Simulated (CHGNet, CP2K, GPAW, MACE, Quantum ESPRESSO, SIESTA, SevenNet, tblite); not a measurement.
# Random packing of Si51C37H13 (at. %) (71 atoms): one structure in several programs

How near do other programs and methods come to a plane-wave reference for random packing of Si51C37H13 (at. %) (71 atoms)? A plane-wave run serves as the reference.

Method: Kohn-Sham DFT, PBE, SSSP efficiency 1.3.0 pseudopotentials, plane waves, in Quantum ESPRESSO 7.5.

**1. The structure**

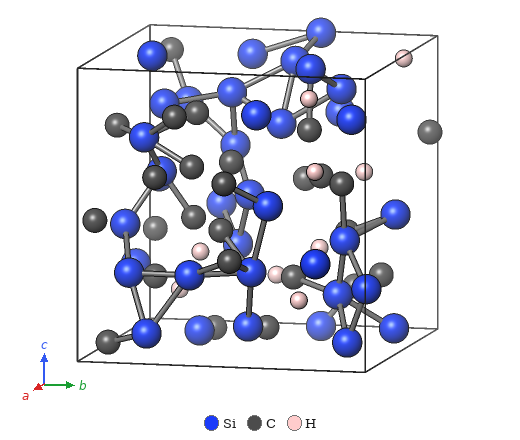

The starting structure, seen slightly off an axis (silicon blue, carbon dark grey, hydrogen pink). Bonds to atoms that aren't drawn are left out. Some periodic images of atoms are drawn too.

The cell holds 71 atoms: 36 Si, 26 C and 9 H. Cell: a = 9.930 Å, b = 9.930 Å, c = 9.930 Å, α = 90.0°, β = 90.0°, γ = 90.0°. 71 atoms (36 Si, 26 C, 9 H) packed at random in a cube at 2.26 g/cm³ and pushed apart as soft spheres; a start for melting by ab initio MD, not an equilibrated structure. Then every atom was moved at random, 0.03 Å r.m.s. a Cartesian component (hydrogen 0.6 of that).

**2. Plane-wave reference**

The input, pw.in:

```
&control
  calculation = 'scf'
  pseudo_dir = './pseudo'
  outdir = './tmp'
  disk_io = 'none'
  tprnfor = .true.
  tstress = .true.
/
&system
  ibrav = 0
  nat = 71
  ntyp = 3
  ecutwfc = 45
  ecutrho = 360
  nosym = .true.
  occupations = 'smearing'
  smearing = 'fd'
  degauss = 0.003675
/
&electrons
  conv_thr = 3.5e-07
  electron_maxstep = 100
  mixing_beta = 0.2
  mixing_mode = 'local-TF'
  diagonalization = 'david'
/
ATOMIC_SPECIES
Si 28.085 Si.upf
C 12.011 C.upf
H 1.008 H.upf
CELL_PARAMETERS angstrom
9.92950 0.00000 0.00000
0.00000 9.92950 0.00000
0.00000 0.00000 9.92950
ATOMIC_POSITIONS crystal
Si 0.29602 0.35949 0.82707
Si 0.04819 0.26081 0.40848
Si 0.40965 0.15355 0.79712
Si 0.35282 0.43560 0.48946
Si 0.77283 0.56418 0.82703
Si 0.81199 0.55672 0.29752
Si 0.74649 0.16747 0.73300
Si 0.49883 0.97395 0.07498
Si 0.56544 0.70095 0.95902
Si 0.28369 0.10331 0.52912
Si 0.67798 0.51178 0.09080
Si 0.18088 0.34270 0.62978
[... 55 atom lines left out ...]
H 0.27298 0.65829 0.30463
H 0.91520 0.80393 0.66362
H 0.10467 0.13001 0.11905
H 0.83595 0.72812 0.21087
K_POINTS gamma
```

Run with:

```console
$ OMP_NUM_THREADS=1 mpirun -np 4 pw.x -in pw.in > output.txt
```

Numbers of over 12 decimals in the logs are rounded to 6 here.

The log of the run:

```text
Program PWSCF
     gamma-point specific algorithms are used
     one sub-group per band group will be used
     scalapack distributed-memory algorithm (size of sub-group:  2*  2 procs)
     Parallelization info
     sticks:   dense  smooth     PW     G-vecs:    dense   smooth      PW
     Min        2524    1261    314               190532    67369    8409
     Max        2525    1264    318               190536    67376    8412
     Sum       10097    5049   1265               762137   269489   33641
     bravais-lattice index     =            0
     lattice parameter (alat)  =      18.7640  a.u.
     unit-cell volume          =    6606.6111 (a.u.)^3
     number of atoms/cell      =           71
     number of atomic types    =            3
[... lines left out ...]
     number of k points=     1  Fermi-Dirac smearing, width (Ry)=  0.0037
[... lines left out ...]
     total energy              =    -891.05025097 Ry
[... lines left out ...]
     total energy              =    -890.50635695 Ry
[... lines left out ...]
     total energy              =    -890.72672224 Ry
[... lines left out ...]
     c_bands:  1 eigenvalues not converged
[... lines left out ...]
     c_bands:  1 eigenvalues not converged
[... lines left out ...]
     total energy              =    -890.77249476 Ry
[... lines left out ...]
     total energy              =    -890.77249490 Ry
[... lines left out ...]
    -8.6749  -8.0454  -7.5976  -7.3309  -7.2851  -6.9412  -6.7147  -6.4551
    -6.1972  -6.0491  -5.9428  -5.7233  -5.6530  -5.4449  -5.2536  -5.0735
    -4.6891  -4.6411  -4.5449  -4.3630  -4.2158  -4.1240  -3.8804  -3.7972
[...]
6.6593   6.6703   6.7353   6.7826   6.9304   7.0009   7.0547   7.1074
     7.1516   7.2419   7.3336   7.3514   7.4430   7.5137   7.5698   7.6022
     7.6932   7.7484   7.8565
     the Fermi energy is     6.1663 ev
!    total energy              =    -890.77249490 Ry
     estimated scf accuracy    <       0.00000010 Ry
     smearing contrib. (-TS)   =      -0.01915817 Ry
     internal energy E=F+TS    =    -890.75333673 Ry
     The total energy is F=E-TS. E is the sum of the following terms:
     one-electron contribution =      35.51626769 Ry
     hartree contribution      =     108.46960977 Ry
     xc contribution           =    -337.80626136 Ry
     ewald contribution        =    -536.00145708 Ry
     one-center paw contrib.   =    -160.93149575 Ry
     convergence has been achieved in  19 iterations
     Forces acting on atoms (cartesian axes, Ry/au):
     atom    1 type  1   force =    -0.02677516   -0.08386649    0.08298113
     atom    2 type  1   force =     0.04396396   -0.10128661    0.09936093
     atom    3 type  1   force =     0.05038697   -0.02314948   -0.02497257
[...]
atom   70 type  3   force =    -0.01739219    0.02248440   -0.01454098
     atom   71 type  3   force =     0.01103328   -0.04120978    0.02022035
     Total force =     0.797778     Total SCF correction =     0.000494
     Computing stress (Cartesian axis) and pressure
          total   stress  (Ry/bohr**3)                   (kbar)     P=      -62.02
  -0.00055883   0.00004139  -0.00009023          -82.21        6.09      -13.27
   0.00004139  -0.00042839   0.00004979            6.09      -63.02        7.32
  -0.00009023   0.00004979  -0.00027766          -13.27        7.32      -40.85
     Message from routine punch:
     Nothing written, as per user request (disk_io='none')
```

Elapsed: 98 s, on 4 MPI ranks of Arm Neoverse V1, shared host; peak memory 2.4 GiB; 6.5 min of CPU time.

Banners, paths, timers and routine set-up lines are dropped from the logs unmarked, and long logs keep their key lines alone; longer cuts are marked.

Numbers from this run:

* r.m.s. force component: 1.405 eV/Å
* longest force: 6.3 eV/Å
* pressure: -6.203 GPa

**3. The ladder**

The programs:
- CHGNet: machine-learned potential, published weights.
- CP2K 2026.2: Gaussian basis with GTH pseudopotentials and a plane-wave density; labels give functional, basis (MOLOPT sets; SR short-range, UZH the newer set with its own potentials), grid cutoff/relative cutoff and solver (OT: orbital transformation; TRS4, TC2, SIGN: linear-scaling purification with its sparsity filter), or its built-in tight binding.
- GPAW 26.7.0: PAW with atomic orbitals (LCAO), plane waves or a real-space grid of spacing h.
- MACE: machine-learned potential, published weights.
- Quantum ESPRESSO 7.5: plane waves; labels (QE) give functional, pseudopotential set and cutoffs of waves/density.
- SIESTA 5.4.2: numerical atomic orbitals, whose automatically made sets are far from complete, with PseudoDojo norm-conserving potentials that we converted to its format (checked against plane waves on the same files for H, C, O, Si, Ge and Ca alone); labels give functional, basis size, energy shift and mesh cutoff.
- SevenNet: machine-learned potential, published weights.
- tblite 0.8.0: extended tight binding, driven from Python.

All use the same cell and atoms; the electronic-structure runs use the same k-mesh, and an electronic temperature of 580 K (0.05 eV) where levels are smeared.

Differences are against the plane-wave reference, forces as r.m.s. over components; share is that over the reference's r.m.s. force, slope the least-squares factor from reference forces to these. Total energies of different programs have different zeros and aren't compared.

| run | Δ force, r.m.s. (meV/Å) | share (%) | slope | Δ pressure (GPa) | cores | CPU time | memory (GiB) |
| --- | --- | --- | --- | --- | --- | --- | --- |
| reference | - | - | - | - | 4 | 6.5 min | 2.4 |
| CHGNet r2SCAN potential | 745 | 53.0 | 0.756 | -5.78 | 1 | 4.6 s | 1.0 |
| CP2K PBE+D3(BJ), DZVP-UZH, 450/50 Ry, diagonalisation | 150 | 10.7 | 0.948 | -1.12 | 4 | 7.9 min | 3.0 |
| CP2K PBE, DZVP-UZH, 157/50 Ry, diagonalisation (coarse) | 212 | 15.1 | 0.980 | 0.0787 | 2 | 5.3 min | 0.64 |
| CP2K PBE, DZVP-UZH, 315/50 Ry, diagonalisation (coarse) | 67.1 | 4.77 | 0.979 | -0.0074 | 2 | 6.6 min | 1.3 |
| CP2K PBE, DZVP-UZH, 450/30 Ry, diagonalisation (coarse) | 67.0 | 4.77 | 0.979 | -0.0067 | 4 | 6.2 min | 2.9 |
| CP2K PBE, DZVP-UZH, 450/50 Ry, diagonalisation | 67.0 | 4.77 | 0.979 | -0.0071 | 4 | 7.9 min | 2.9 |
| CP2K PBE, TZV2P-UZH, 450/50 Ry, diagonalisation | 32.4 | 2.30 | 0.983 | -0.375 | 4 | 21 min | 3.5 |
| CP2K RPBE, PBE potentials, DZVP-UZH, 450/50 Ry, diagonalisation | 83.8 | 5.96 | 0.975 | 0.809 | 4 | 7.9 min | 2.9 |
| GPAW PBE, LCAO dzp, h 0.2 Å | 118 | 8.37 | 1.021 | - | 1 | 4 min | 0.98 |
| GPAW PBE, LCAO dzp, h 0.28 Å (coarse) | 359 | 25.5 | 1.026 | - | 1 | 2.1 min | 0.52 |
| GPAW PBE, LCAO szp(dzp), h 0.2 Å (coarse) | 273 | 19.4 | 1.036 | - | 1 | 3.1 min | 0.95 |
| MACE MP-0b3 medium potential | 473 | 33.7 | 0.891 | -1.07 | 1 | 9.1 s | 0.96 |
| QE PBE+D3(BJ), sssp-1.3.0-efficiency, 45/360 Ry | 123 | 8.78 | 0.969 | -1.14 | 2 | 5.7 min | 2.2 |
| QE PBE, sg15-1.2, 60/240 Ry (coarse) | 15.6 | 1.11 | 1.002 | -0.416 | 2 | 3.2 min | 0.84 |
| SIESTA PBE, DZP, shift 0.01 Ry, mesh 300 Ry | 107 | 7.59 | 1.017 | 1.26 | 2 | 5 min | 1.3 |
| SIESTA PBE, TZP, shift 0.01 Ry, mesh 300 Ry | 103 | 7.32 | 1.024 | 1.05 | 2 | 7 min | 1.5 |
| SevenNet 0 potential | 651 | 46.3 | 0.791 | -3.34 | 1 | 8.9 s | 0.85 |
| tblite GFN1-xTB | 800 | 56.9 | 1.416 | 2.51 | 1 | 3.6 s | 0.12 |

Rows marked coarse were listed beforehand as settings not expected to be converged; some can still land near the reference.

Times of the machine-learned potentials are mostly Python's start and the loading of weights.

CPU time is summed over cores on a shared host, where runs went side by side, so it is rough. Symmetry, cutoffs, thresholds, outputs and thread counts weren't matched or tuned between programs; memory under MPI is the largest rank's times the ranks.

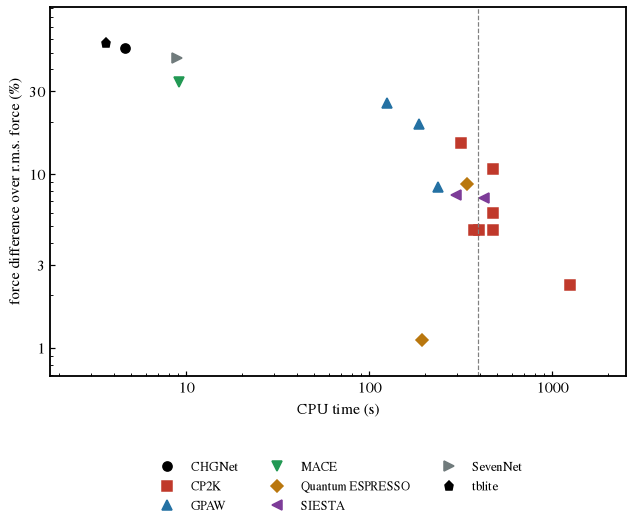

Force difference against CPU time; the dashed line marks the reference's time.

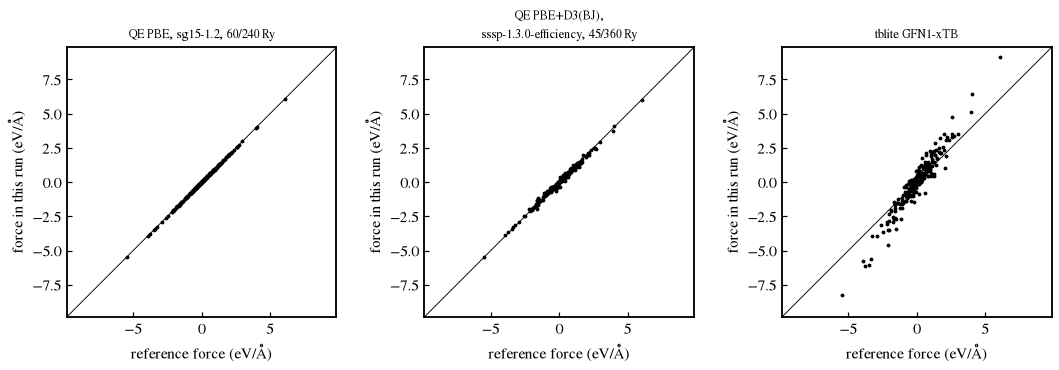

Force components against those of the reference; the line marks equality.

Runs without a result: tblite GFN2-xTB (not converged).

Mean charges by element (e), by run and scheme:

| run | scheme | Si | C | H |
| --- | --- | --- | --- | --- |
| CP2K PBE+D3(BJ), DZVP-UZH, 450/50 Ry, diagonalisation | Mulliken | +0.21 | -0.26 | -0.09 |
| CP2K PBE+D3(BJ), DZVP-UZH, 450/50 Ry, diagonalisation | Hirshfeld | +0.07 | -0.10 | -0.02 |
| CP2K PBE, DZVP-UZH, 315/50 Ry, diagonalisation | Mulliken | +0.21 | -0.26 | -0.09 |
| CP2K PBE, DZVP-UZH, 315/50 Ry, diagonalisation | Hirshfeld | +0.07 | -0.10 | -0.02 |
| CP2K PBE, DZVP-UZH, 450/50 Ry, diagonalisation | Mulliken | +0.21 | -0.26 | -0.09 |
| CP2K PBE, DZVP-UZH, 450/50 Ry, diagonalisation | Hirshfeld | +0.07 | -0.10 | -0.02 |
| CP2K PBE, TZV2P-UZH, 450/50 Ry, diagonalisation | Mulliken | +0.20 | -0.21 | -0.18 |
| CP2K PBE, TZV2P-UZH, 450/50 Ry, diagonalisation | Hirshfeld | +0.07 | -0.09 | -0.02 |
| CP2K RPBE, PBE potentials, DZVP-UZH, 450/50 Ry, diagonalisation | Mulliken | +0.22 | -0.27 | -0.09 |
| CP2K RPBE, PBE potentials, DZVP-UZH, 450/50 Ry, diagonalisation | Hirshfeld | +0.08 | -0.10 | -0.02 |
| SIESTA PBE, DZP, shift 0.01 Ry, mesh 300 Ry | Hirshfeld | +0.07 | -0.08 | -0.04 |
| SIESTA PBE, TZP, shift 0.01 Ry, mesh 300 Ry | Hirshfeld | +0.07 | -0.08 | -0.04 |
| tblite GFN1-xTB | Mulliken | +0.07 | -0.10 | 0.00 |

Within one program, basis, potentials and functional, energies share a zero. Each run against its twin at the usual cutoff or grid and solver:

| run | twin | Δ energy (meV/atom) | Δ force, r.m.s. (meV/Å) | CPU time over the twin's |
| --- | --- | --- | --- | --- |
| CP2K PBE, DZVP-UZH, 157/50 Ry, diagonalisation | DZVP-UZH, 450/50 Ry, diagonalisation | -1.58 | 202 | 0.67 (this twin ran on 4 cores) |
| CP2K PBE, DZVP-UZH, 315/50 Ry, diagonalisation | DZVP-UZH, 450/50 Ry, diagonalisation | 0.0059 | 1.89 | 0.84 (this twin ran on 4 cores) |
| CP2K PBE, DZVP-UZH, 450/30 Ry, diagonalisation | DZVP-UZH, 450/50 Ry, diagonalisation | -0.0012 | 0.126 | 0.79 |
| GPAW PBE, LCAO dzp, h 0.28 Å | LCAO dzp, h 0.2 Å | 131 | 341 | 0.53 |

**4. Summary of results**

| Item | Value |
| --- | --- |
| reference r.m.s. force component | 1.41 eV/Å |
| nearest in forces | QE PBE, sg15-1.2, 60/240 Ry (coarse), 1.1 % |
| farthest in forces | tblite GFN1-xTB, 57 % |
| cheapest electronic-structure run beside the reference | tblite GFN1-xTB, 3.6 s of CPU time |

In words: The PBE runs in local orbitals, coarse settings apart, differ by 2.3 % (CP2K PBE, TZV2P-UZH, 450/50 Ry, diagonalisation) to 8.4 % (GPAW PBE, LCAO dzp, h 0.2 Å); basis, grid and potentials can all enter. Tight binding differs by 57 % (tblite GFN1-xTB); it is another model, with fitted parameters of its own, and the xTB methods hold dispersion. Machine-learned potentials differ by 34 % (MACE MP-0b3 medium potential) to 53 % (CHGNet r2SCAN potential); they were trained on other programs' data, some at another functional. Among those trained on PBE data the slope goes as low as 0.79, with a correlation of 0.89, so directions differ as well as sizes. In the reference's own program, potentials and cutoffs, a change of model alone moves forces by 8.8 % (QE PBE+D3(BJ), sssp-1.3.0-efficiency, 45/360 Ry). Other rows with another functional or a dispersion term differ by 6.0 % (CP2K RPBE, PBE potentials, DZVP-UZH, 450/50 Ry, diagonalisation) to 11 % (CP2K PBE+D3(BJ), DZVP-UZH, 450/50 Ry, diagonalisation), which mixes the change of model with differences of basis and potentials, some of them made for another functional. Runs with settings chosen to be coarse differ by 1.1 % (QE PBE, sg15-1.2, 60/240 Ry) to 26 % (GPAW PBE, LCAO dzp, h 0.28 Å), their programs' other errors included. Of the electronic-structure runs that take under half the reference's CPU time, QE PBE, sg15-1.2, 60/240 Ry comes nearest, at 1.1 % in 3.2 min against 6.5 min. Charges hang on model, scheme and program or settings: among these rows the mean for H runs from -0.18 to +0.00 e. In the reference: levels near the Fermi energy are neither full nor empty under the smearing, so no gap is quoted. Periodic xTB results under one method name differ between programs and library versions. The reference's pressure holds the uncorrected Pulay stress of its 45 Ry basis, so small pressure differences, and their order, may be the reference's own error. The electron count is odd in these runs, and they have no spin polarisation, so the unpaired electron is spread evenly over both spins. Machine-learned potentials mimic data converged in k, so the reference's own k-point error enters their differences. The reference's stress is far from hydrostatic: its diagonal is -8.2, -6.3, -4.1 GPa, compression counted positive. The reference's pressure of -6.2 GPa belongs to a cell and atoms that aren't relaxed at this level. The electronic-structure runs sample only Γ, in a cell whose shortest periodic width is 10 Å, which is coarse for a cell with partly filled levels.

[Also dropped from logs without a mark: logging warnings of Python, and SIESTA's first energy breakdown and zero terms.]

[Logs are printed without paths, hosts, clocks, repeated set-up lines and the standing remarks that a program may print on its own settings, such as how far it seeks lower states.]

[Hosts, paths, dates, database ids (printed as entryN), source tags and the programs' standing remarks are cut or masked in the printed files.]
